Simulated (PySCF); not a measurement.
# GaO (charge −1): what the fields show

```yaml
atoms:
  - { symbol: Ga, position_ang: [0.0000, 0.0000, -0.3230] }
  - { symbol: O, position_ang: [0.0000, 0.0000, 1.3920] }
```

Theory: PBE0/def2-TZVPPD, non-relativistic Hamiltonian with scalar-relativistic core potentials where named, at a bond length of 1.715 Å (PySCF 2.14.0).

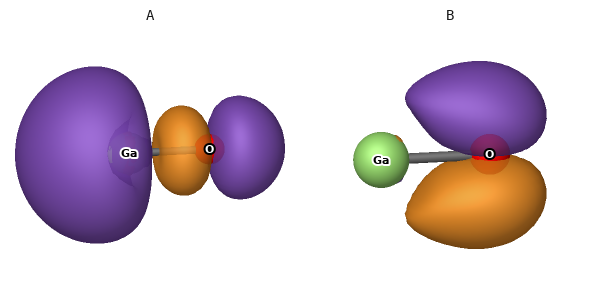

Figure 1. Two frontier orbitals, each drawn at the value that holds 80 % of its norm (orange and purple are the two phases), in no order; of a degenerate pair one member is drawn.

Q: Label each orbital by symmetry, say whether it is occupied, and order them by energy.

A: Orbital B: π, occupied, −1.31 eV; mainly on O (80 %).
Orbital A: σ, occupied, −0.57 eV; shared between the atoms (Ga 65 %, O 35 %).

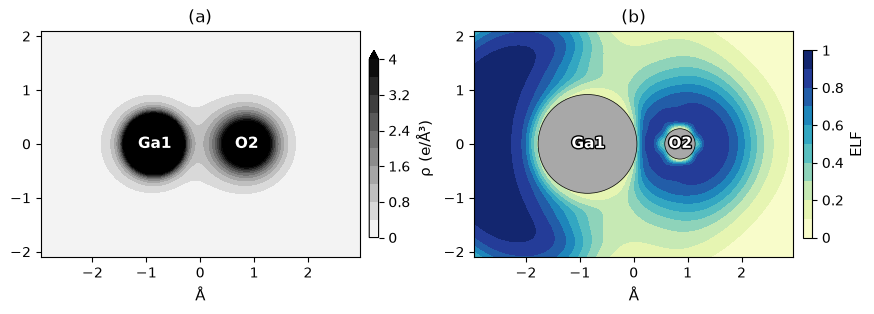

Figure 2. (a) total electron density; (b) electron localisation function on a plane that holds the molecular axis. Grey discs cover the atomic cores in the ELF map.

Q: What do the fields say about this system?

A: The plane passes through Ga and O nuclei. Ga–O (1.71 Å): ρ is about 1.1 e/Å³ halfway; the ELF peaks at about 0.85 in the valence shell of O, 0.6 Å from its nucleus, and is about 0.20 at the midpoint. The ELF also peaks beside O2, away from the bonds: lone-pair regions.

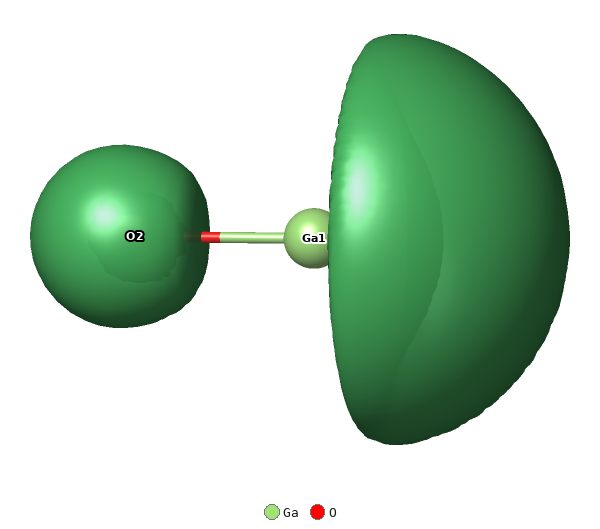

Figure 3. Isosurface of the ELF at 0.75 (green), seen from one side. Only the valence region is drawn (cores and ρ < 0.01 e/Å³ removed).

Q: Identify the bonds, lone pairs and shells in this picture.

A: At this value the surface marks out one lobe on Ga, pointing away from the bonds (lone pairs) and one region wrapped around O (its valence shell).
